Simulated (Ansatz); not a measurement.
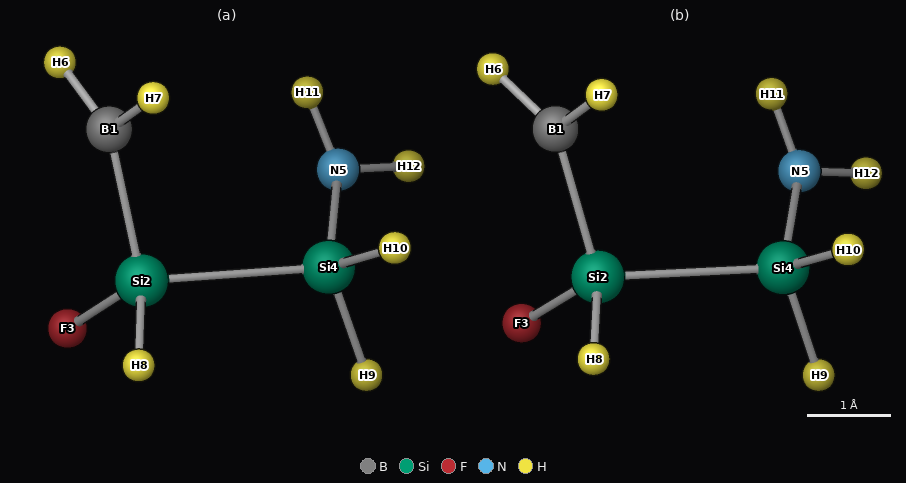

The structure of BSi₂NH₇F before (left) and after (right) a relaxation, at one scale.

Style: ball-and-stick. Shown at a tilt.

The start comes from PBE-D4/def2-SVP.

Method: RKS PBE0-D4/def2-TZVP (Ansatz). Settings: force threshold 0.005 eV/Å; at most 150 steps.

> What changed between the two?

After 12 accepted moves (13 points after the start) the energy has fallen by 0.076 eV. Largest force component: 1.2 eV/Å at the start, 0.004 eV/Å at the end. The line search rejected the trial step at point 9 of the run. H6 moves most after the best rigid fit: 0.30 Å. By element the largest moves are H 0.30 Å, N 0.10 Å, B 0.09 Å, F 0.07 Å, Si 0.07 Å. Among the contacts that change: Si2–F3 1.652 → 1.612 Å, Si4–N5 1.747 → 1.720 Å, Si2–Si4 2.383 → 2.361 Å, B1–H6 1.216 → 1.195 Å. Among the angles between lasting bonds that change: B1–Si2–Si4 102.3° → 107.6°, B1–Si2–H8 114.6° → 110.7°, Si2–Si4–N5 108.6° → 110.7°.
